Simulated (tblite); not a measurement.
# Frequency calculation of C4H9O2P

The run: frequency calculation of C4H9O2P. Method and program: GFN2-xTB harmonic vibrations, gas phase (tblite 0.8.0).

It belongs to a series of runs on one base structure; here: H replaced by CH2OH.

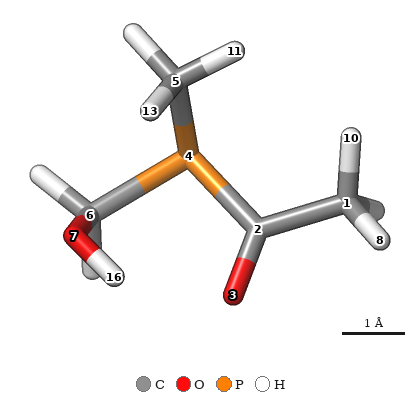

Fig. 1: The structure (stick view, seen at a tilt; atoms are numbered from 1 in the order of the input).

### Input
```
{"job": {"kind": "ir", "xc": "GFN2-xTB", "basis": "xTB"}, "charge": 0, "multiplicity": 1}
C      2.352955     0.181357     0.047341
C      1.046257    -0.551081     0.044888
O      0.864992    -1.597878     0.621413
P     -0.278272     0.200062    -1.037720
C     -0.769236     1.567157     0.112329
C     -1.653908    -1.008993    -0.601586
O     -1.869004    -1.166913     0.767359
H      2.994452    -0.170205     0.852579
H      2.837462    -0.017958    -0.908942
H      2.195928     1.254878     0.121016
H      0.054530     2.262907     0.249441
H     -1.600571     2.096317    -0.349889
H     -1.089102     1.155518     1.068984
H     -2.579070    -0.612657    -1.032767
H     -1.422714    -1.963160    -1.095346
H     -1.092297    -1.620407     1.129488
```

The first line tells a small driver script what to run in tblite; the rest is the geometry in Å.

Launch command:
```bash
OMP_NUM_THREADS=1 python <driver script> task.json out
```

### Output
```
mode    cm-1     km/mol
  1      12.5      3.18
  2      70.0      0.95
  3     128.6      0.81
  4     146.6      8.44
  5     181.4      1.23
  6     197.4      5.19
  7     220.0      5.79
  8     280.4      2.58
  9     379.3      6.45
 10     448.6      0.60
 11     510.7     23.77
 12     554.3    201.86
 13     617.3     21.56
 14     666.7      3.18
 15     727.5     13.09
 16     807.1     15.39
 17     884.9      7.83
 18     896.1     34.92
 19     954.5     34.70
 20     976.8      2.41
 21    1074.5    121.41
 22    1110.9    135.08
 23    1128.5     24.70
 24    1261.7     12.23
 25    1303.0      0.25
 26    1319.7    131.16
 27    1358.7     34.02
 28    1422.6      3.42
 29    1428.4      5.56
 30    1435.8      9.56
 31    1437.7      7.90
 32    1446.0     10.82
 33    1721.5    311.13
 34    2874.4     27.10
 35    2943.7     11.47
 36    2991.7      0.29
 37    3001.5      3.02
 38    3014.1      6.86
 39    3024.0      5.72
 40    3030.3      5.22
 41    3038.6     15.68
 42    3435.6     52.45
```

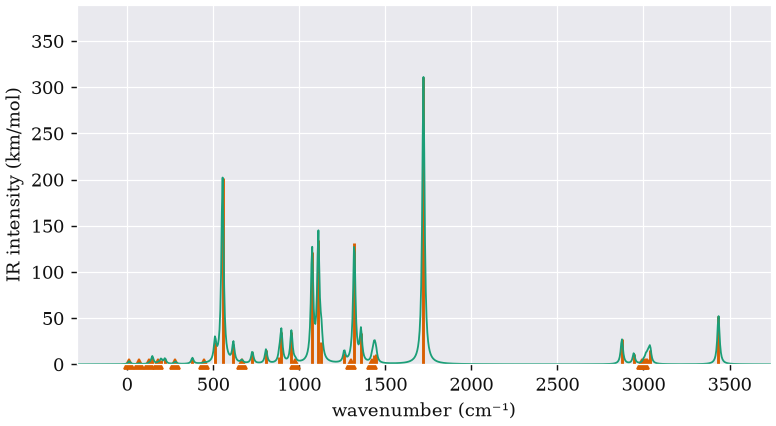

Fig. 2: Harmonic infrared spectrum, unscaled: sticks (degenerate modes added up, dark ones marked on the axis) with a Lorentzian envelope of 16 cm⁻¹ full width, scaled to the tallest stick. 42 modes from 12 to 3436 cm⁻¹, none imaginary. The strongest line is at 1722 cm⁻¹ (311 km/mol).

### Results in brief

| quantity | value |
| --- | --- |
| outcome | converged |
| total energy | −646.9482 eV |
| zero-point energy | 77.8590 kcal/mol |
| hardware | 1 CPU thread, shared host |
| peak memory | 0.18 GiB |
